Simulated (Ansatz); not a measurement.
# C₂HCl₃Si: one molecule under many settings

Aim: run C₂HCl₃Si under a spread of inputs, and see what each costs and gives.

Method: the settings change from run to run; program: Ansatz 0.2.0, Gaussian basis.

**1. The relaxed structure**

An earlier PBE0-D4 in a triple-zeta def2 set relaxation fixed the geometry.

SMILES `C#C[Si](Cl)(Cl)Cl`, 7 atoms, charge 0, spin multiplicity 1.

Atoms are counted from 1 here; the program's logs count them from 0.

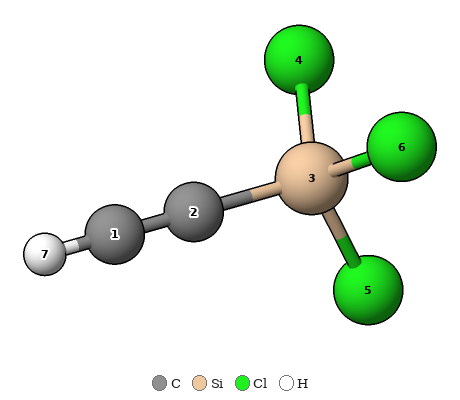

The structure; carbon grey, silicon light orange, chlorine green, hydrogen white; atoms are numbered from 1 in the order of the file.

**2. r2SCAN/ANO-RCC-VTZP**

Options: D3(BJ) dispersion.

in.yaml

```yaml
crystal:
  periodic: [false, false, false]
  atoms:
    - {symbol: C, position_ang: [1.358824, -1.382904, 0.632508]}
    - {symbol: C, position_ang: [0.557287, -0.567614, 0.253358]}
    - {symbol: Si, position_ang: [-0.640130, 0.650295, -0.313611]}
    - {symbol: Cl, position_ang: [-2.278725, -0.291982, -1.044008]}
    - {symbol: Cl, position_ang: [0.182950, 1.788249, -1.774422]}
    - {symbol: Cl, position_ang: [-1.187450, 1.840740, 1.232237]}
    - {symbol: H, position_ang: [2.068444, -2.104785, 0.968239]}
basis:
  gaussian: {orbitals: ANO-RCC-VTZP}
hamiltonian: {xc: {name: r2SCAN}, dispersion: d3bj}
```

Command:

```
> ansatz run in.yaml --threads 4 --pin off --events-out ev --progress --plain --max-ram 10444MiB
```

Standard output:

```text
Warning: the engine holds no damping parameters fitted to this dispersion correction and functional, so the run takes those fitted to r2scan beside the three-body term, which d3bj leaves out (hamiltonian.dispersion, under Limitations)
Functional definition: r2SCAN
  name "r2SCAN"
  cite "Furness, Kaplan, Ning, Perdew & Sun, J. Phys. Chem. Lett. 11, 8208 (2020) doi:10.1021/acs.jpclett.0c02405"
  cite "Furness, Kaplan, Ning, Perdew & Sun, J. Phys. Chem. Lett. 11, 9248 (2020) doi:10.1021/acs.jpclett.0c03077"
  parent r2scan
  parameter k0 = 0.174
  parameter k1 = 0.065
  parameter a1 = 4.9479
  exchange = r2scan_x(k0 = k0, k1 = k1, a1 = a1)
  correlation = r2scan_c
1789 factors; their error is unknown
mean field evaluation 1: about -47664.5918 eV, gradient 4.9e1 eV
mean field evaluation 2: about -47659.3476 eV, gradient 6.3e1 eV
mean field evaluation 4: about -47670.2598 eV, gradient 7.4e0 eV
mean field evaluation 8: about -47670.3965 eV, gradient 2.5e-1 eV
mean field evaluation 16: about -47670.3513 eV, gradient 3.0e-5 eV
mean field -47670.35129864 eV, -1751.8530981002 hartree, gradient 3.0e-5 eV, S^2 0.000000; 0 other end points of the search recorded, 0 dependent functions left out
reference -47670.35131879 eV, -1751.8530988409 hartree; 39, 39 occupied and 171, 171 virtual orbitals, 1789 factors
Total energy: -47670.42955310 eV, -1751.8559738987 hartree
Relativity: scalar
```

It took 7 s on 4 threads of Arm Neoverse V2, shared host; peak memory 0.47 GiB.

**3. r2SCAN50/def2-TZVP**

This run has D4 dispersion.

in.yaml: that of step 2 with these lines changed.

```diff
@@ -11,3 +11,4 @@
 basis:
-  gaussian: {orbitals: ANO-RCC-VTZP}
-hamiltonian: {xc: {name: r2SCAN}, dispersion: d3bj}
+  gaussian: {orbitals: def2-TZVP}
+hamiltonian: {xc: {name: r2SCAN50}, dispersion: d4}
+output: {forces: true}
```

The command is unchanged.

Standard output, shortened:

```text
Functional definition: r2SCAN50
  name "r2SCAN50"
  cite "Bursch, Neugebauer, Ehlert & Grimme, J. Chem. Phys. 156, 134105 (2022) doi:10.1063/5.0086040"
  cite "Furness, Kaplan, Ning, Perdew & Sun, J. Phys. Chem. Lett. 11, 8208 (2020) doi:10.1021/acs.jpclett.0c02405"
  cite "Furness, Kaplan, Ning, Perdew & Sun, J. Phys. Chem. Lett. 11, 9248 (2020) doi:10.1021/acs.jpclett.0c03077"
  parent r2scan
[...]
1631 factors; their error is unknown
[...]
mean field -47535.18678343 eV, -1746.8858937844 hartree, gradient 2.4e-5 eV, S^2 0.000000; 0 other end points of the search recorded, 0 dependent functions left out
[...]
reference -47535.18678994 eV, -1746.8858940233 hartree; 39, 39 occupied and 177, 177 virtual orbitals, 1631 factors
Total energy: -47535.28472902 eV, -1746.8894932182 hartree
Atom 0 at     1.358824    -1.382904     0.632508 Å, force    -0.665009     0.676049    -0.314251 eV/Å
Atom 1 at     0.557287    -0.567614     0.253358 Å, force     0.742691    -0.755251     0.350836 eV/Å
Atom 2 at    -0.640130     0.650295    -0.313611 Å, force    -0.076419     0.077531    -0.036096 eV/Å
Atom 3 at    -2.278725    -0.291982    -1.044008 Å, force     0.272554     0.166346     0.121328 eV/Å
Atom 4 at     0.182950     1.788249    -1.774422 Å, force    -0.145991    -0.187195     0.245450 eV/Å
Atom 5 at    -1.187450     1.840740     1.232237 Å, force     0.087002    -0.196156    -0.265624 eV/Å
Atom 6 at     2.068444    -2.104785     0.968239 Å, force    -0.214828     0.218677    -0.101644 eV/Å
Dipole moment:     0.272547    -0.277228     0.128964 e Å
```

Run time: 5.5 s. Hardware: 4 threads of Arm Neoverse V2, shared host; peak memory 0.77 GiB.

Largest force 1.116 eV/Å, dipole 1.97 D.

**4. RPBE/pcseg-2**

Set apart from the defaults: atoms shaken by 0.08 Å, D3(BJ) with three-body dispersion, high accuracy.

in.yaml

```yaml
crystal:
  periodic: [false, false, false]
  atoms:
    - {symbol: C, position_ang: [1.383550, -1.267603, 0.506026]}
    - {symbol: C, position_ang: [0.603381, -0.597863, 0.297996]}
    - {symbol: Si, position_ang: [-0.679813, 0.637607, -0.370511]}
    - {symbol: Cl, position_ang: [-2.228093, -0.327624, -1.057434]}
    - {symbol: Cl, position_ang: [0.189778, 1.857071, -1.849336]}
    - {symbol: Cl, position_ang: [-1.309091, 1.982121, 1.252066]}
    - {symbol: H, position_ang: [2.084620, -2.067026, 0.985162]}
basis:
  gaussian: {orbitals: pcseg-2}
hamiltonian: {xc: {name: RPBE}, dispersion: d3bjatm}
accuracy: high
output: {forces: true}
```

Launched as before.

Standard output, shortened:

```text
Functional definition: RPBE
  name "RPBE"
  cite "Hammer, Hansen & Nørskov, Phys. Rev. B 59, 7413 (1999) doi:10.1103/PhysRevB.59.7413"
  cite "Perdew, Burke & Ernzerhof, Phys. Rev. Lett. 77, 3865 (1996) doi:10.1103/PhysRevLett.77.3865"
[...]
3474 factors; integrals over basis functions are off by at most 1.7e-8 eV
[...]
mean field -47534.56458561 eV, -1746.8630284359 hartree, gradient 5.5e-8 eV, S^2 0.000000; 0 other end points of the search recorded, 0 dependent functions left out
[...]
reference -47534.56458953 eV, -1746.8630285801 hartree; 39, 39 occupied and 171, 171 virtual orbitals, 3474 factors
Total energy: -47536.21530484 eV, -1746.9236912490 hartree
Atom 0 at     1.383550    -1.267603     0.506026 Å, force    21.331493   -19.513848     7.484594 eV/Å
Atom 1 at     0.603381    -0.597863     0.297996 Å, force   -21.090422    18.824811    -6.711057 eV/Å
Atom 2 at    -0.679813     0.637607    -0.370511 Å, force     2.438366     1.534847     2.085501 eV/Å
Atom 3 at    -2.228093    -0.327624    -1.057434 Å, force    -1.403812    -0.804605    -0.652529 eV/Å
Atom 4 at     0.189778     1.857071    -1.849336 Å, force    -0.467131    -0.730237     0.803625 eV/Å
Atom 5 at    -1.309091     1.982121     1.252066 Å, force     0.592260    -1.290189    -1.501669 eV/Å
Atom 6 at     2.084620    -2.067026     0.985162 Å, force    -1.400754     1.979221    -1.508465 eV/Å
Dipole moment:     0.158785    -0.429580    -0.013016 e Å
```

Wall time 8.5 s (4 threads of Arm Neoverse V2, shared host); peak memory 0.93 GiB.

Largest force 29.864 eV/Å, dipole 2.20 D.

**5. CCSD(T)/def2-SVPD**

in.yaml

```yaml
crystal:
  periodic: [false, false, false]
  atoms:
    - {symbol: C, position_ang: [1.358824, -1.382904, 0.632508]}
    - {symbol: C, position_ang: [0.557287, -0.567614, 0.253358]}
    - {symbol: Si, position_ang: [-0.640130, 0.650295, -0.313611]}
    - {symbol: Cl, position_ang: [-2.278725, -0.291982, -1.044008]}
    - {symbol: Cl, position_ang: [0.182950, 1.788249, -1.774422]}
    - {symbol: Cl, position_ang: [-1.187450, 1.840740, 1.232237]}
    - {symbol: H, position_ang: [2.068444, -2.104785, 0.968239]}
basis:
  gaussian: {orbitals: def2-SVPD}
hamiltonian: {xc: {name: HF}}
correlation: {method: ccsd_t}
```

Launched as before.

Standard output, shortened:

```text
Functional definition: HF
  name "HF"
  cite "Fock, Z. Phys. 61, 126 (1930) doi:10.1007/BF01340294"
  parent pbe
[...]
1452 factors; integrals over basis functions are off by at most 6.5e-4 eV
[...]
mean field -47437.42820910 eV, -1743.2933324406 hartree, gradient 1.6e-6 eV, S^2 0.000000; 0 other end points of the search recorded, 0 dependent functions left out
22 core orbitals not correlated: weight in the atoms' cores, before any rotation towards them, 1.000 or more for the frozen orbitals, at most 0.000 for the correlated occupied ones
reference -47437.42820910 eV, -1743.2933324406 hartree; 17, 17 occupied and 114, 114 virtual orbitals, 1452 factors
second order -21.27019495 eV of doubles, -0.00000000 eV of singles
cycle   1  -21.83658252 eV  change   -5.7e-1 eV  update   1.0e-1
[...]
cycle   9  -22.44916890 eV  change   -1.2e-5 eV  update   1.1e-5
perturbative correction -0.83829766 eV, -0.0308068706 hartree
Total energy: -47460.71567565 eV, -1744.1491310517 hartree
```

Wall time 15 s (4 threads of Arm Neoverse V2, shared host); peak memory 1.1 GiB.

T1 0.011.

**6. BHLYP/aug-cc-pVDZ**

This run has atoms shaken by 0.03 Å, a grid of angular degree 47, the search for lower states set to light.

in.yaml

```yaml
crystal:
  periodic: [false, false, false]
  atoms:
    - {symbol: C, position_ang: [1.300290, -1.367629, 0.656358]}
    - {symbol: C, position_ang: [0.612478, -0.552412, 0.238607]}
    - {symbol: Si, position_ang: [-0.600942, 0.634644, -0.407429]}
    - {symbol: Cl, position_ang: [-2.236664, -0.288143, -1.045329]}
    - {symbol: Cl, position_ang: [0.161173, 1.795878, -1.766356]}
    - {symbol: Cl, position_ang: [-1.166042, 1.851938, 1.183505]}
    - {symbol: H, position_ang: [2.062291, -2.084533, 0.970406]}
basis:
  gaussian: {orbitals: aug-cc-pVDZ, final_grid: {core_spheres: 20, valence_spheres: 16, degree: 47}}
hamiltonian: {xc: {name: BHLYP}}
scf: {lower_state_search: light}
output: {forces: true}
```

Launched as before.

Standard output, shortened:

```text
Functional definition: BHLYP
  name "BHLYP"
  cite "Becke, J. Chem. Phys. 98, 1372 (1993) doi:10.1063/1.464304"
  cite "Becke, Phys. Rev. A 38, 3098 (1988) doi:10.1103/PhysRevA.38.3098"
  cite "Lee, Yang & Parr, Phys. Rev. B 37, 785 (1988) doi:10.1103/PhysRevB.37.785"
[...]
1642 factors; integrals over basis functions are off by at most 5.3e-4 eV
[...]
mean field -47537.30257719 eV, -1746.9636477709 hartree, gradient 4.1e-5 eV, S^2 0.000000; 0 other end points of the search recorded, 0 dependent functions left out
[...]
reference -47537.30279835 eV, -1746.9636558984 hartree; 39, 39 occupied and 124, 124 virtual orbitals, 1642 factors
Total energy: -47537.30279835 eV, -1746.9636558984 hartree
Atom 0 at     1.300290    -1.367629     0.656358 Å, force     5.920450    -6.146165     2.933212 eV/Å
Atom 1 at     0.612478    -0.552412     0.238607 Å, force    -5.081051     5.473894    -2.956047 eV/Å
Atom 2 at    -0.600942     0.634644    -0.407429 Å, force     0.209739    -0.511712     2.856410 eV/Å
Atom 3 at    -2.236664    -0.288143    -1.045329 Å, force    -1.222979    -0.791788    -0.617402 eV/Å
Atom 4 at     0.161173     1.795878    -1.766356 Å, force     1.066895     1.452876    -1.982920 eV/Å
Atom 5 at    -1.166042     1.851938     1.183505 Å, force     0.022700    -0.096176    -0.078353 eV/Å
Atom 6 at     2.062291    -2.084533     0.970406 Å, force    -0.915755     0.619071    -0.154900 eV/Å
Dipole moment:     0.298475    -0.310171    -0.047328 e Å
```

It took 4.8 s on 4 threads of Arm Neoverse V2, shared host; peak memory 0.54 GiB.

Largest force 9.024 eV/Å, dipole 2.08 D.

**7. B3LYP/6-31G**

Set apart from the defaults: D3(BJ) dispersion, high accuracy, the search for lower states set to light.

in.yaml

```yaml
crystal:
  periodic: [false, false, false]
  atoms:
    - {symbol: C, position_ang: [1.358824, -1.382904, 0.632508]}
    - {symbol: C, position_ang: [0.557287, -0.567614, 0.253358]}
    - {symbol: Si, position_ang: [-0.640130, 0.650295, -0.313611]}
    - {symbol: Cl, position_ang: [-2.278725, -0.291982, -1.044008]}
    - {symbol: Cl, position_ang: [0.182950, 1.788249, -1.774422]}
    - {symbol: Cl, position_ang: [-1.187450, 1.840740, 1.232237]}
    - {symbol: H, position_ang: [2.068444, -2.104785, 0.968239]}
basis:
  gaussian: {orbitals: 6-31G}
hamiltonian: {xc: {name: B3LYP}, dispersion: d3bj}
accuracy: high
scf: {lower_state_search: light}
output: {forces: true}
```

Launched as before.

Standard output, shortened:

```text
Functional definition: B3LYP
  name "B3LYP"
  cite "Stephens, Devlin, Chabalowski & Frisch, J. Phys. Chem. 98, 11623 (1994) doi:10.1021/j100096a001"
  cite "Becke, Phys. Rev. A 38, 3098 (1988) doi:10.1103/PhysRevA.38.3098"
  cite "Lee, Yang & Parr, Phys. Rev. B 37, 785 (1988) doi:10.1103/PhysRevB.37.785"
  cite "Vosko, Wilk & Nusair, Can. J. Phys. 58, 1200 (1980) doi:10.1139/p80-159"
[...]
1669 factors; integrals over basis functions are off by at most 3.1e-9 eV
[...]
mean field -47533.71011298 eV, -1746.8316271461 hartree, gradient 6.8e-8 eV, S^2 0.000000; 0 other end points of the search recorded, 0 dependent functions left out
[...]
reference -47533.71015477 eV, -1746.8316286817 hartree; 39, 39 occupied and 33, 33 virtual orbitals, 1669 factors
Total energy: -47534.22942307 eV, -1746.8507114401 hartree
Atom 0 at     1.358824    -1.382904     0.632508 Å, force     0.890534    -0.906048     0.421421 eV/Å
Atom 1 at     0.557287    -0.567614     0.253358 Å, force    -0.468806     0.476941    -0.221856 eV/Å
Atom 2 at    -0.640130     0.650295    -0.313611 Å, force     1.450527    -1.475246     0.686989 eV/Å
Atom 3 at    -2.278725    -0.291982    -1.044008 Å, force    -2.292240    -1.343355    -1.021316 eV/Å
Atom 4 at     0.182950     1.788249    -1.774422 Å, force     1.175155     1.586768    -2.050090 eV/Å
Atom 5 at    -1.187450     1.840740     1.232237 Å, force    -0.755031     1.660647     2.184880 eV/Å
Atom 6 at     2.068444    -2.104785     0.968239 Å, force    -0.000139     0.000293    -0.000028 eV/Å
Dipole moment:     0.412985    -0.420075     0.195448 e Å
```

Wall time 3.1 s (4 threads of Arm Neoverse V2, shared host); peak memory 0.28 GiB.

Largest force 2.846 eV/Å, dipole 2.98 D.

**8. wPBEh/def2-SVP**

Set apart from the defaults: a grid of angular degree 23.

in.yaml: that of step 7 with these lines changed.

```diff
@@ -11,6 +11,3 @@
 basis:
-  gaussian: {orbitals: 6-31G}
-hamiltonian: {xc: {name: B3LYP}, dispersion: d3bj}
-accuracy: high
-scf: {lower_state_search: light}
-output: {forces: true}
+  gaussian: {orbitals: def2-SVP, final_grid: {core_spheres: 8, valence_spheres: 7, degree: 23}}
+hamiltonian: {xc: {name: wPBEh}}
```

The command is unchanged.

Standard output, shortened:

```text
Functional definition: wPBEh
  name "wPBEh"
  cite "Heyd, Scuseria & Ernzerhof, J. Chem. Phys. 118, 8207 (2003) doi:10.1063/1.1564060"
  cite "Krukau, Vydrov, Izmaylov & Scuseria, J. Chem. Phys. 125, 224106 (2006) doi:10.1063/1.2404663"
  cite "Heyd & Scuseria, J. Chem. Phys. 120, 7274 (2004) doi:10.1063/1.1668634"
  cite "Ernzerhof & Perdew, J. Chem. Phys. 109, 3313 (1998) doi:10.1063/1.476928"
  cite "Perdew, Burke & Ernzerhof, Phys. Rev. Lett. 77, 3865 (1996) doi:10.1103/PhysRevLett.77.3865"
  parent pbe
[...]
983 factors; integrals over basis functions are off by at most 1.1e-3 eV
88 factors; integrals over basis functions are off by at most 2.1e-7 eV
[...]
mean field -47506.38135098 eV, -1745.8273136666 hartree, gradient 6.4e-5 eV, S^2 0.000000; 0 other end points of the search recorded, 0 dependent functions left out
reference -47506.38137907 eV, -1745.8273146991 hartree; 39, 39 occupied and 66, 66 virtual orbitals, 983 factors
Total energy: -47506.38137907 eV, -1745.8273146991 hartree
```

Run time: 0.75 s. Hardware: 4 threads of Arm Neoverse V2, shared host.

**9. PBE-QIDH/x2c-TZVPPall**

in.yaml: that of step 8 with these lines changed.

```diff
@@ -11,3 +11,4 @@
 basis:
-  gaussian: {orbitals: def2-SVP, final_grid: {core_spheres: 8, valence_spheres: 7, degree: 23}}
-hamiltonian: {xc: {name: wPBEh}}
+  gaussian: {orbitals: x2c-TZVPPall}
+hamiltonian: {xc: {name: PBE-QIDH}}
+output: {forces: true}
```

The command is unchanged.

Standard output, shortened:

```text
Functional definition: PBE-QIDH
  name "PBE-QIDH"
  cite "Brémond, Sancho-García, Pérez-Jiménez & Adamo, J. Chem. Phys. 141, 031101 (2014) doi:10.1063/1.4890314"
  cite "Perdew, Burke & Ernzerhof, Phys. Rev. Lett. 77, 3865 (1996) doi:10.1103/PhysRevLett.77.3865"
[...]
1482 factors; integrals over basis functions are off by at most 7.5e-4 eV
[...]
mean field -47635.88722175 eV, -1750.5865666352 hartree, gradient 3.1e-6 eV, S^2 0.000000; 0 other end points of the search recorded, 0 dependent functions left out
22 core orbitals not correlated: weight in the atoms' cores, before any rotation towards them, 1.000 or more for the frozen orbitals, at most 0.000 for the correlated occupied ones
reference -47635.88723317 eV, -1750.5865670549 hartree; 17, 17 occupied and 205, 205 virtual orbitals, 1482 factors
second order -30.03094921 eV of doubles, -0.00000000 eV of singles
[...]
Total energy: -47645.89754957 eV, -1750.9544393975 hartree
Relativity: scalar
Atom 0 at     1.358824    -1.382904     0.632508 Å, force     0.242797    -0.247224     0.115147 eV/Å
Atom 1 at     0.557287    -0.567614     0.253358 Å, force    -0.195626     0.199077    -0.092981 eV/Å
Atom 2 at    -0.640130     0.650295    -0.313611 Å, force    -0.055434     0.056353    -0.026155 eV/Å
Atom 3 at    -2.278725    -0.291982    -1.044008 Å, force     0.173037     0.107669     0.076996 eV/Å
Atom 4 at     0.182950     1.788249    -1.774422 Å, force    -0.094622    -0.118503     0.156420 eV/Å
Atom 5 at    -1.187450     1.840740     1.232237 Å, force     0.054427    -0.124252    -0.170487 eV/Å
Atom 6 at     2.068444    -2.104785     0.968239 Å, force    -0.124579     0.126879    -0.058941 eV/Å
Dipole moment:     0.260811    -0.265296     0.123411 e Å
```

It took 12 s on 4 threads of Arm Neoverse V2, shared host; peak memory 0.79 GiB.

Largest force 0.365 eV/Å, dipole 1.88 D.

**10. wB97/def2-TZVPD**

This run has a point charge of 0.50 e beside it, high accuracy, the search for lower states set to full.

in.yaml: that of step 9 with these lines changed.

```diff
@@ -11,4 +11,5 @@
 basis:
-  gaussian: {orbitals: x2c-TZVPPall}
-hamiltonian: {xc: {name: PBE-QIDH}}
-output: {forces: true}
+  gaussian: {orbitals: def2-TZVPD, point_charges: [{charge: 0.50, position_ang: [4.764, -0.198, 0.848]}]}
+hamiltonian: {xc: {name: wB97}}
+accuracy: high
+scf: {lower_state_search: full}
```

The command is unchanged.

Standard output, shortened:

```text
Functional definition: wB97
  name "wB97"
  cite "Chai & Head-Gordon, J. Chem. Phys. 128, 084106 (2008) doi:10.1063/1.2834918"
  cite "Becke, J. Chem. Phys. 107, 8554 (1997) doi:10.1063/1.475007"
[...]
  # The coefficients of nought are those of the uniform gas.
[...]
      + integral(e_c_pw_opposite_spin*poly(b97_u_opposite, 1, cos1, cos2, cos3, cos4))
4009 factors; integrals over basis functions are off by at most 5.2e-9 eV
1032 factors; integrals over basis functions are off by at most 4.3e-9 eV
[...]
mean field -47539.94930193 eV, -1747.0609131111 hartree, gradient 2.1e-8 eV, S^2 0.000000; 0 other end points of the search recorded, 0 dependent functions left out
reference -47539.94930008 eV, -1747.0609130430 hartree; 39, 39 occupied and 225, 225 virtual orbitals, 4009 factors
Total energy: -47539.94930008 eV, -1747.0609130430 hartree
```

It took 40 s on 4 threads of Arm Neoverse V2, shared host; peak memory 2.5 GiB.

**11. The runs in one table**

```
                level  charge  multiplicity               geometry  functions  energy (eV)    time
  r2SCAN/ANO-RCC-VTZP       0             1                relaxed        210   -47670.430     7 s
   r2SCAN50/def2-TZVP       0             1                relaxed        216   -47535.285   5.5 s
         RPBE/pcseg-2       0             1                 shaken        210   -47536.215   8.5 s
    CCSD(T)/def2-SVPD       0             1                relaxed        153   -47460.716    15 s
    BHLYP/aug-cc-pVDZ       0             1                 shaken        163   -47537.303   4.8 s
          B3LYP/6-31G       0             1                relaxed         72   -47534.229   3.1 s
       wPBEh/def2-SVP       0             1                relaxed        105   -47506.381  0.75 s
PBE-QIDH/x2c-TZVPPall       0             1                relaxed        244   -47645.898    12 s
      wB97/def2-TZVPD       0             1  relaxed, point charge        264   -47539.949    40 s
```

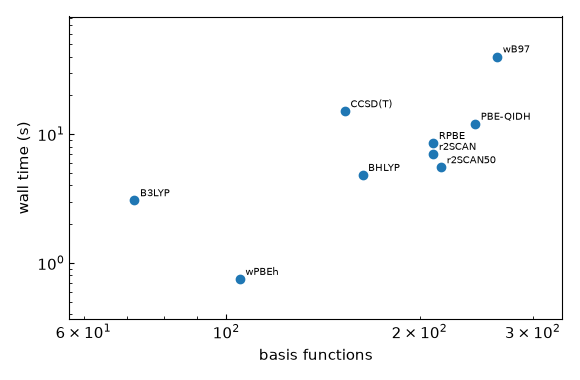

Wall time against the number of basis functions (shared host).

**12. Outcome**

| quantity | value |
| --- | --- |
| runs | 9 |
| quickest | wPBEh/def2-SVP, 0.75 s |
| slowest | wB97/def2-TZVPD, 40 s |
| spread of total energies, same state and geometry | 209.7 eV |
| dipole, same state and geometry | 1.88 to 2.98 D |

What this shows: wB97/def2-TZVPD took 53 times as long as wPBEh/def2-SVP. The jobs differ in tasks and options as well as level. The totals spread over 210 eV; they can't be compared across methods or bases. Some of these runs are scalar-relativistic and others not, which shifts the totals of all-electron atoms past neon by eV; core potentials, where a basis has them, take the core out of the total altogether. At the PBE0-D4/def2-TZVP geometry and in the same state, runs without warnings or point charges leave forces up to 2.85 eV/Å (B3LYP/6-31G), against 29.9 eV/Å where the atoms were moved. At that geometry and state the dipole changes by 58 % between the lowest and highest value.
